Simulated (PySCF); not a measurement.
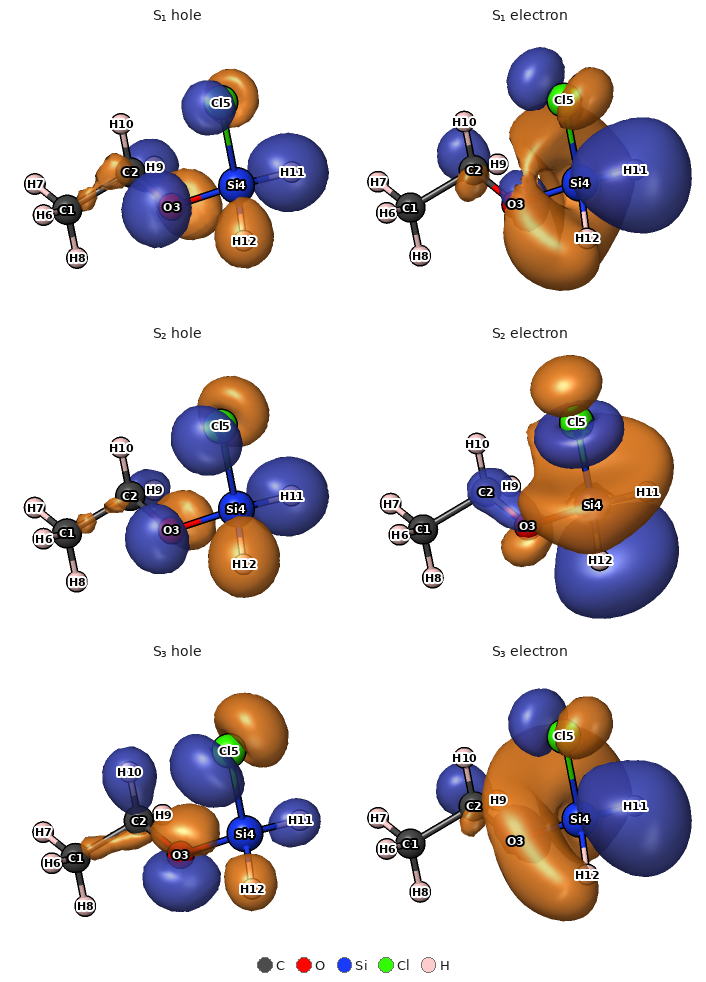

C2H7ClOSi, SMILES `CCO[SiH2]Cl`. Leading natural transition orbitals (full linear response singlet states).

Method: CAM-B3LYP/def2-SVP; geometry: GFN2-xTB; program: PySCF. No frequency check shows the geometry to be a minimum. GFN2-xTB bond lengths at metals and heavier atoms can be off by up to 0.1 Å and shapes distorted, which carries into these values. Without diffuse functions Rydberg states are missing, so the states' numbers hold for this basis only.

The calculation's input:

```python
import numpy as np
from pyscf import gto, scf, dft, tdscf
from pyscf.scf import atom_ks, atom_hf
from scipy.linalg import block_diag

def solve(mol, dm0=None, hcore=None):
    mf = (dft.UKS if mol.spin else dft.RKS)(mol, xc='camb3lyp')
    mf.grids.level = 3
    mf = mf.density_fit(auxbasis='def2-universal-jkfit')
    mf.conv_tol, mf.max_cycle = 1e-8, 80
    if hcore is not None:
        mf.get_hcore = lambda *args: hcore
    mf.kernel(dm0)
    if not mf.converged:
        mf = mf.newton().run(mf.mo_coeff, mf.mo_occ, max_cycle=30)
    assert mf.converged, 'SCF not converged'
    return mf

mol = gto.M(atom='''
C      2.89572     0.42974    -0.29194
C      1.61231     0.28574     0.50993
O      0.75101    -0.61124    -0.14437
Si    -0.82466    -0.90391     0.00630
Cl    -1.87443     0.82017    -0.05913
H      2.67327     0.82016    -1.28151
H      3.57449     1.10952     0.21540
H      3.37514    -0.53947    -0.40109
H      1.83034    -0.10062     1.51278
H      1.11789     1.25856     0.61575
H     -1.16489    -1.53174     1.28019
H     -1.05195    -1.70745    -1.17750
''', basis='def2-svp', charge=0, spin=0, verbose=4)
mf = solve(mol)
td = mf.TDDFT()
td.nstates, td.singlet, td.conv_tol = 5, True, 1e-5
td.kernel()
td.analyze()
x, y = np.array([p[0] for p in td.xy]), np.array([p[1] + 0 * p[0] for p in td.xy])
f, mu = td.oscillator_strength(), td.transition_dipole()
nto = [td.get_nto(state=i + 1, verbose=4) for i in range(len(td.e))]
# spherically averaged free atoms, for the promolecule
atm = atom_ks.get_atm_nrks(mol, xc='camb3lyp')
pro = block_diag(*[(atm[a[0]][2] * atm[a[0]][3]) @ atm[a[0]][2].T for a in mol._atom])
np.savez('result.npz', e=td.e, f=f, ok=td.converged, w=[n[0] for n in nto], nto=[n[1] for n in nto], x=x, y=y, c=mf.mo_coeff, occ=mf.mo_occ, eps=mf.mo_energy, pro=pro, mu=mu)
```

Launched as:

```sh
OMP_NUM_THREADS=1 python input.py
```

The run took 11 min on 1 thread of Arm Neoverse V2, with other jobs on the host, peak memory 0.8 GiB.

### Describe these excited states.

By state:
- S₁: 8.16 eV (152 nm), f = 0.020; the leading pair carries 97 %; hole on O3 (37 %), Si4 (15 %) and H11 (14 %), electron on Si4 (50 %), Cl5 (12 %) and O3 (9 %); their centroids lie 0.7 Å apart.
- S₂: 8.55 eV (145 nm), f = 0.003; the leading pair carries 60 %; hole on O3 (32 %), Cl5 (23 %) and Si4 (14 %), electron on Si4 (48 %), Cl5 (18 %) and H11 and H12 (8 % each) (shares are of the whole state, not of the leading pair alone); their centroids lie 0.6 Å apart; S₃ lies within 0.1 eV of it.
- S₃: 8.63 eV (144 nm), f = 0.003; the leading pair carries 62 %; hole on O3 (38 %), Cl5 (24 %) and Si4 (11 %), electron on Si4 (49 %), Cl5 (14 %) and O3 (9 %) (shares are of the whole state, not of the leading pair alone); their centroids lie 0.8 Å apart; S₂ lies within 0.1 eV of it.
